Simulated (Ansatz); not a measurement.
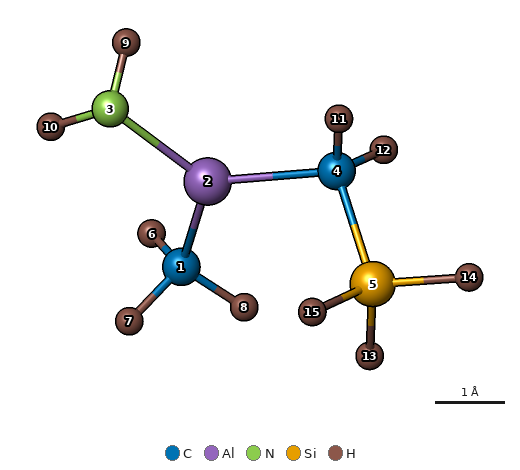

**Figure 1.** The input geometry (ball-and-stick view, seen at a tilt; atoms are numbered from 1 in the order of the input). Sticks mark near contacts. Bond lengths as drawn: Al–C 1.92 to 2.03 Å, Al–N 1.91 Å, C–H 1.05 to 1.16 Å, C–Si 1.83 Å, H–N 1.02 to 1.08 Å and H–Si 1.45 to 1.53 Å.

**Geometry relaxation of C2H10AlNSi (part 1 of 2)**

C2H10AlNSi, SMILES [CH3][Al]([NH2])[CH2][SiH3], computed with RKS BLYP/def2-SVP (Ansatz 0.2.0).

It belongs to a series of runs on one base structure; here: end point B relaxed. Figures and captions count atoms from 1; the log counts them from 0 in places.

Log:
```
The last accepted step is kept in [file] (removed where the run ends without a failure and the disk answers)
Engine: ansatz 0.2.0, x86_64-unknown-linux-gnu
Functional definition: BLYP
  parameter beta = 0.0042
  parameter a = 0.04918
  parameter b = 0.132
  parameter c = 0.2533
  parameter d = 0.349
  exchange = b88_x(beta = beta)
  correlation = lyp_c(a = a, b = b, c = c, d = d)
1457 factors; their error is unknown
mean field evaluation 1: about -18167.8139 eV, gradient 1.0e2 eV
mean field evaluation 2: about -18095.7976 eV, gradient 1.7e2 eV
mean field evaluation 4: about -18191.9578 eV, gradient 1.6e1 eV
mean field evaluation 8: about -18192.6623 eV, gradient 8.2e-2 eV
mean field evaluation 16: about -18192.5798 eV, gradient 1.3e-4 eV
mean field -18192.57982148 eV, -668.5649770660 hartree, gradient 2.5e-5 eV, S^2 0.000000; 0 other end points of the search recorded, 0 dependent functions left out
the calculation of the forces begins
reference -18192.58022972 eV, -668.5649920684 hartree; 28, 28 occupied and 100, 100 virtual orbitals, 1457 factors
relax step   1: F+E_penalty+E_count = -18192.57982148 eV  Δ(F+E_penalty+E_count) = +0.000e0 eV  max|allowed force component| = 3.495e0 eV/Å  Δτ_max = 0.0000 Å  (29 SCF iters, accepted)
these checks for a lower state are left out or cut short: starts, cluster_reference, orbital_swaps, neighbouring_geometries, increment
1457 factors; their error is unknown
mean field -18192.99336058 eV, -668.5801743475 hartree, gradient 1.0e-5 eV, S^2 0.000000; 0 other end points of the search recorded, 0 dependent functions left out
[... from here on the field's lines of each further geometry are left out, up to the last ...]
relax step   2: F+E_penalty+E_count = -18192.99336058 eV  Δ(F+E_penalty+E_count) = -4.135e-1 eV  max|allowed force component| = 1.372e0 eV/Å  Δτ_max = 0.1917 Å  (29 SCF iters, accepted)
relax step   3: F+E_penalty+E_count = -18193.13509052 eV  Δ(F+E_penalty+E_count) = -1.417e-1 eV  max|allowed force component| = 1.837e0 eV/Å  Δτ_max = 0.1905 Å  (29 SCF iters, accepted)
relax step   4: F+E_penalty+E_count = -18193.28524365 eV  Δ(F+E_penalty+E_count) = -1.502e-1 eV  max|allowed force component| = 2.831e-1 eV/Å  Δτ_max = 0.2000 Å  (36 SCF iters, accepted)
relax step   5: F+E_penalty+E_count = -18193.31546919 eV  Δ(F+E_penalty+E_count) = -3.023e-2 eV  max|allowed force component| = 1.427e-1 eV/Å  Δτ_max = 0.1162 Å  (29 SCF iters, accepted)
relax step   6: F+E_penalty+E_count = -18193.32311347 eV  Δ(F+E_penalty+E_count) = -7.644e-3 eV  max|allowed force component| = 5.158e-2 eV/Å  Δτ_max = 0.0815 Å  (30 SCF iters, accepted)
relax step   7: F+E_penalty+E_count = -18193.32594522 eV  Δ(F+E_penalty+E_count) = -2.832e-3 eV  max|allowed force component| = 3.871e-2 eV/Å  Δτ_max = 0.0735 Å  (30 SCF iters, accepted)
relax step   8: F+E_penalty+E_count = -18193.32719440 eV  Δ(F+E_penalty+E_count) = -1.249e-3 eV  max|allowed force component| = 6.967e-2 eV/Å  Δτ_max = 0.0906 Å  (30 SCF iters, accepted)
relax step   9: F+E_penalty+E_count = -18193.32805782 eV  Δ(F+E_penalty+E_count) = -8.634e-4 eV  max|allowed force component| = 6.508e-2 eV/Å  Δτ_max = 0.0390 Å  (31 SCF iters, accepted)
relax step  10: F+E_penalty+E_count = -18193.32911715 eV  Δ(F+E_penalty+E_count) = -1.059e-3 eV  max|allowed force component| = 1.446e-1 eV/Å  Δτ_max = 0.1159 Å  (30 SCF iters, accepted)
relax step  11: F+E_penalty+E_count = -18193.33036643 eV  Δ(F+E_penalty+E_count) = -1.249e-3 eV  max|allowed force component| = 9.545e-2 eV/Å  Δτ_max = 0.0269 Å  (31 SCF iters, accepted)
relax step  12: F+E_penalty+E_count = -18193.33197036 eV  Δ(F+E_penalty+E_count) = -1.604e-3 eV  max|allowed force component| = 4.303e-2 eV/Å  Δτ_max = 0.0658 Å  (30 SCF iters, accepted)
relax step  13: F+E_penalty+E_count = -18193.33097187 eV  Δ(F+E_penalty+E_count) = +9.985e-4 eV  max|allowed force component| = 2.303e-1 eV/Å  Δτ_max = 0.1496 Å  (28 SCF iters, rejected (line search))
relax step  14: F+E_penalty+E_count = -18193.32673525 eV  Δ(F+E_penalty+E_count) = +5.235e-3 eV  max|allowed force component| = 1.897e-1 eV/Å  Δτ_max = 0.0748 Å  (30 SCF iters, rejected (line search))
relax step  15: F+E_penalty+E_count = -18193.33278191 eV  Δ(F+E_penalty+E_count) = -8.116e-4 eV  max|allowed force component| = 1.594e-2 eV/Å  Δτ_max = 0.0374 Å  (30 SCF iters, accepted)
relax step  16: F+E_penalty+E_count = -18193.33363174 eV  Δ(F+E_penalty+E_count) = -8.498e-4 eV  max|allowed force component| = 1.208e-1 eV/Å  Δτ_max = 0.0976 Å  (29 SCF iters, accepted)
relax step  17: F+E_penalty+E_count = -18193.33487228 eV  Δ(F+E_penalty+E_count) = -1.241e-3 eV  max|allowed force component| = 3.943e-2 eV/Å  Δτ_max = 0.0317 Å  (31 SCF iters, accepted)
relax step  18: F+E_penalty+E_count = -18193.33568192 eV  Δ(F+E_penalty+E_count) = -8.096e-4 eV  max|allowed force component| = 8.336e-2 eV/Å  Δτ_max = 0.0755 Å  (29 SCF iters, accepted)
relax step  19: F+E_penalty+E_count = -18193.33647050 eV  Δ(F+E_penalty+E_count) = -7.886e-4 eV  max|allowed force component| = 6.704e-2 eV/Å  Δτ_max = 0.0451 Å  (30 SCF iters, accepted)
relax step  20: F+E_penalty+E_count = -18193.33721078 eV  Δ(F+E_penalty+E_count) = -7.403e-4 eV  max|allowed force component| = 6.411e-2 eV/Å  Δτ_max = 0.0749 Å  (30 SCF iters, accepted)
relax step  21: F+E_penalty+E_count = -18193.33708973 eV  Δ(F+E_penalty+E_count) = +1.211e-4 eV  max|allowed force component| = 1.555e-1 eV/Å  Δτ_max = 0.0871 Å  (30 SCF iters, rejected (line search))
relax step  22: F+E_penalty+E_count = -18193.33319585 eV  Δ(F+E_penalty+E_count) = +4.015e-3 eV  max|allowed force component| = 1.515e-1 eV/Å  Δτ_max = 0.0436 Å  (30 SCF iters, rejected (line search))
relax step  23: F+E_penalty+E_count = -18193.33781193 eV  Δ(F+E_penalty+E_count) = -6.011e-4 eV  max|allowed force component| = 1.801e-2 eV/Å  Δτ_max = 0.0218 Å  (31 SCF iters, accepted)
relax step  24: F+E_penalty+E_count = -18193.33831380 eV  Δ(F+E_penalty+E_count) = -5.019e-4 eV  max|allowed force component| = 3.247e-2 eV/Å  Δτ_max = 0.0583 Å  (30 SCF iters, accepted)
relax step  25: F+E_penalty+E_count = -18193.33833020 eV  Δ(F+E_penalty+E_count) = -1.641e-5 eV  max|allowed force component| = 1.121e-1 eV/Å  Δτ_max = 0.0792 Å  (30 SCF iters, accepted)
relax step  26: F+E_penalty+E_count = -18193.33883180 eV  Δ(F+E_penalty+E_count) = -5.016e-4 eV  max|allowed force component| = 3.468e-2 eV/Å  Δτ_max = 0.0100 Å  (23 SCF iters, accepted)
relax step  27: F+E_penalty+E_count = -18193.33897373 eV  Δ(F+E_penalty+E_count) = -1.419e-4 eV  max|allowed force component| = 2.949e-2 eV/Å  Δτ_max = 0.0300 Å  (31 SCF iters, accepted)
relax step  28: F+E_penalty+E_count = -18193.33922800 eV  Δ(F+E_penalty+E_count) = -2.543e-4 eV  max|allowed force component| = 2.673e-2 eV/Å  Δτ_max = 0.0342 Å  (30 SCF iters, accepted)
relax step  29: F+E_penalty+E_count = -18193.33899025 eV  Δ(F+E_penalty+E_count) = +2.378e-4 eV  max|allowed force component| = 9.761e-2 eV/Å  Δτ_max = 0.0843 Å  (29 SCF iters, rejected (line search))
relax step  30: F+E_penalty+E_count = -18193.33941169 eV  Δ(F+E_penalty+E_count) = -1.837e-4 eV  max|allowed force component| = 2.242e-2 eV/Å  Δτ_max = 0.0414 Å  (30 SCF iters, accepted)
relax step  31: F+E_penalty+E_count = -18193.33946546 eV  Δ(F+E_penalty+E_count) = -5.377e-5 eV  max|allowed force component| = 4.107e-2 eV/Å  Δτ_max = 0.0338 Å  (30 SCF iters, accepted)
relax step  32: F+E_penalty+E_count = -18193.33954405 eV  Δ(F+E_penalty+E_count) = -7.859e-5 eV  max|allowed force component| = 2.273e-2 eV/Å  Δτ_max = 0.0063 Å  (23 SCF iters, accepted)
relax step  33: F+E_penalty+E_count = -18193.33964396 eV  Δ(F+E_penalty+E_count) = -9.990e-5 eV  max|allowed force component| = 4.906e-3 eV/Å  Δτ_max = 0.0287 Å  (30 SCF iters, accepted)
relax step  34: F+E_penalty+E_count = -18193.33970338 eV  Δ(F+E_penalty+E_count) = -5.943e-5 eV  max|allowed force component| = 2.201e-2 eV/Å  Δτ_max = 0.0646 Å  (30 SCF iters, accepted)
the calculation of the forces begins
reference -18193.34015990 eV, -668.5929189874 hartree; 28, 28 occupied and 100, 100 virtual orbitals, 1457 factors
relax step  35: F+E_penalty+E_count = -18193.33974846 eV  Δ(F+E_penalty+E_count) = -4.508e-5 eV  max|allowed force component| = 1.082e-2 eV/Å  Δτ_max = 0.0040 Å  (24 SCF iters, accepted)
1457 factors; their error is unknown
mean field evaluation 256: about -18193.3397 eV, gradient 1.7e-5 eV
```

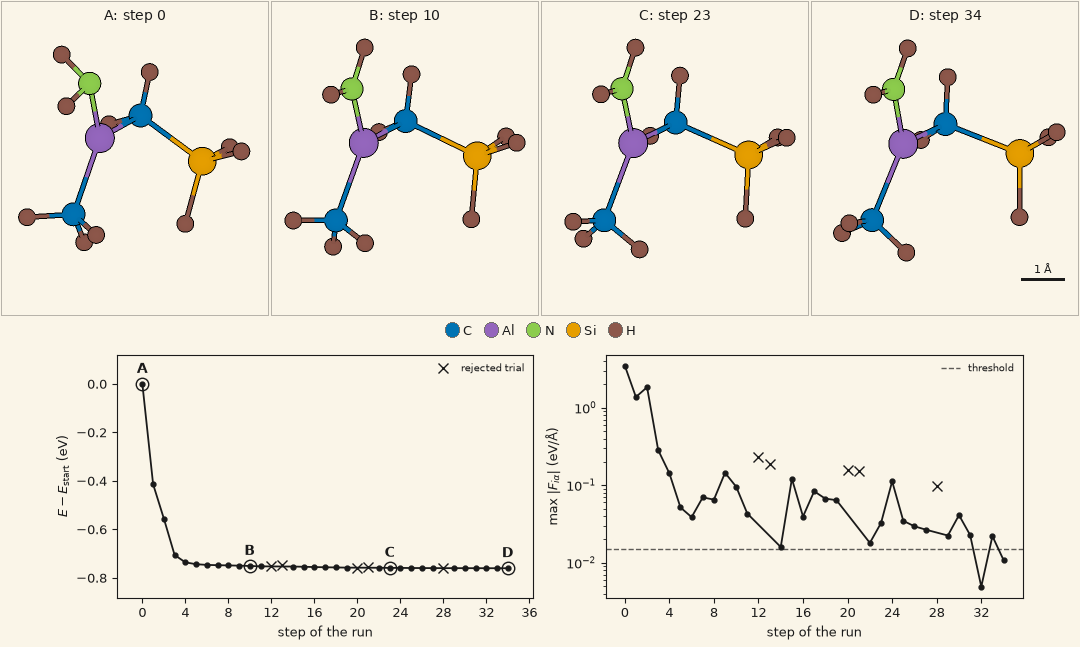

**Figure 2.** Frames of the relaxation (ball-and-stick view, seen at a tilt) above the curves, on which the letters mark them (the first geometry is step 0 here and step 1 in the log).

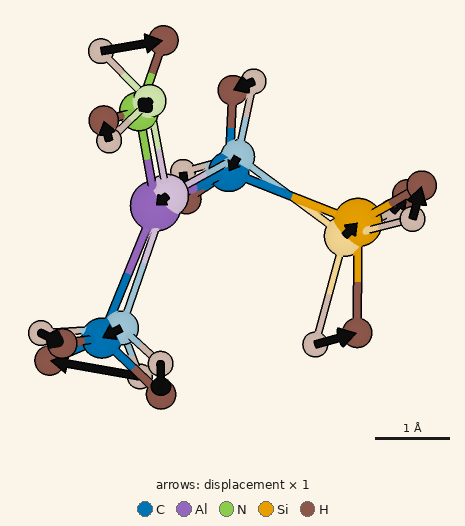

**Figure 3.** Start (faint) and end (solid) with the displacements as black arrows, at true length (ball-and-stick view, seen at a tilt). The two geometries are laid on each other by the best rigid fit. The energy falls by 0.760 eV in 34 geometry steps. Largest force component: 3.5 eV/Å at the start, 0.011 eV/Å at the end. The line search rejected the trial steps at points 12, 13, 20, 21, 28 (counted from 0) and went back. The atom that moves furthest after the best rigid fit is H8 (1.25 Å). By element the largest moves are H 1.25 Å, C 0.30 Å, N 0.30 Å, Si 0.27 Å, Al 0.22 Å. Among the contacts that change: Al2–N3 1.910 → 1.794 Å, C4–Si5 1.825 → 1.894 Å, C4–H11 1.048 → 1.113 Å, N3–H10 1.084 → 1.024 Å. Among the angles that change: Al2–N3–H9 104.8° → 125.9°, Al2–N3–H10 104.1° → 124.9°, Al2–C4–Si5 108.8° → 116.4°. (Atoms are counted from 1 in the order of the input.)

```
mean field -18193.33974846 eV, -668.5929038675 hartree, gradient 1.7e-5 eV, S^2 0.000000; 1 other end points of the search recorded, 0 dependent functions left out
the calculation of the forces begins
reference -18193.34015990 eV, -668.5929189874 hartree; 28, 28 occupied and 100, 100 virtual orbitals, 1457 factors
Total energy: -18193.34015990 eV, -668.5929189874 hartree
Atom 0 at    -2.294324     0.414153    -0.668883 Å, force    -0.006193     0.003013     0.003872 eV/Å
Atom 1 at    -0.615754    -0.613764    -0.517657 Å, force     0.000372     0.000209     0.000736 eV/Å
Atom 2 at    -0.087184    -1.635151    -1.894220 Å, force     0.002944    -0.002682    -0.010819 eV/Å
Atom 3 at     0.533804    -0.568231     1.095873 Å, force     0.002501     0.002720     0.002400 eV/Å
Atom 4 at     1.534044     1.016412     1.374125 Å, force    -0.002511    -0.001674    -0.002568 eV/Å
Atom 5 at    -2.813821     0.256517    -1.637093 Å, force     0.002112     0.001617     0.005385 eV/Å
Atom 6 at    -2.106066     1.505090    -0.565314 Å, force    -0.002309    -0.008532    -0.001613 eV/Å
Atom 7 at    -3.009133     0.144165     0.139089 Å, force     0.005290     0.002915    -0.007179 eV/Å
Atom 8 at     0.759539    -2.210493    -1.924871 Å, force    -0.000362     0.000588     0.005212 eV/Å
Atom 9 at    -0.586363    -1.724415    -2.784246 Å, force    -0.002014     0.002744     0.004368 eV/Å
Atom 10 at     1.242392    -1.425610     1.074373 Å, force    -0.001386     0.000955    -0.000173 eV/Å
Atom 11 at    -0.113691    -0.711367     1.990634 Å, force     0.000635     0.000006    -0.001316 eV/Å
```
